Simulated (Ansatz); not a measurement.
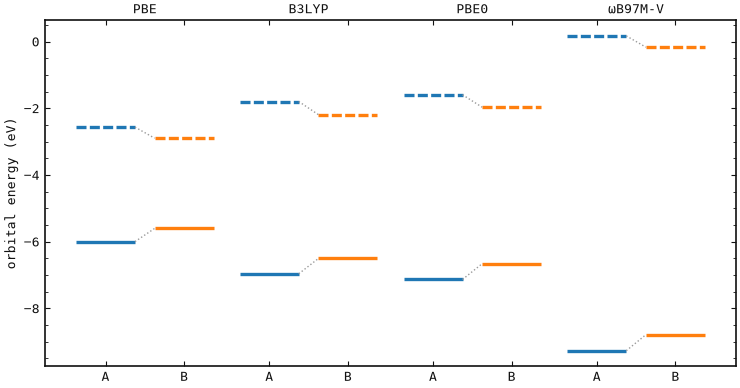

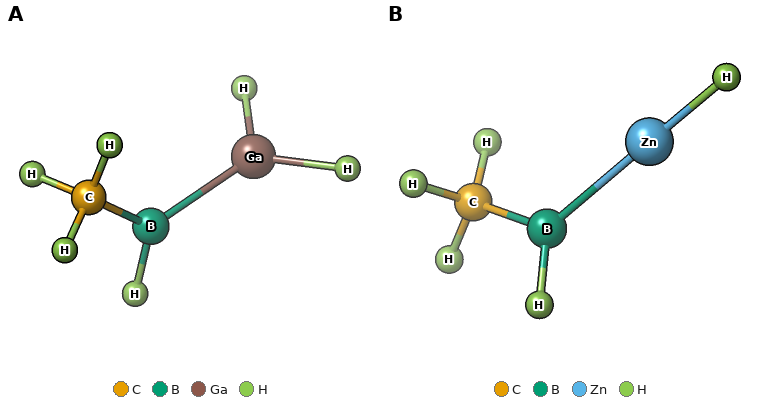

One change: A, CH₆BGa (SMILES C[BH][GaH2]), becomes B, CH₅BZn (SMILES C[BH][ZnH]). GaH₂ on B is replaced by ZnH. HOMO (solid) and LUMO (dashed) computed in def2-TZVPP at PBE0-D4/def2-TZVP geometries, both minima by their frequencies, gas phase, the Ansatz code. Empty levels above zero depend strongly on the basis.

What does the change do to HOMO and LUMO?

Answer. PBE: the HOMO rises by 0.40 eV, the LUMO falls by 0.33 eV, and the separation goes from 3.44 to 2.71 eV. B3LYP: the HOMO rises by 0.46 eV, the LUMO falls by 0.39 eV, and the separation goes from 5.17 to 4.31 eV. PBE0: the HOMO rises by 0.47 eV, the LUMO falls by 0.37 eV, and the separation goes from 5.54 to 4.69 eV. ωB97M-V: the HOMO rises by 0.48 eV, the LUMO falls by 0.34 eV, and the separation goes from 9.44 to 8.62 eV.

Do the functionals agree on the effect?

Answer. They agree on the direction for both levels; the HOMO shift lies between 0.40 and 0.48 eV and the LUMO shift between −0.39 and −0.33 eV, while the separations themselves differ by up to 6.0 eV between functionals.
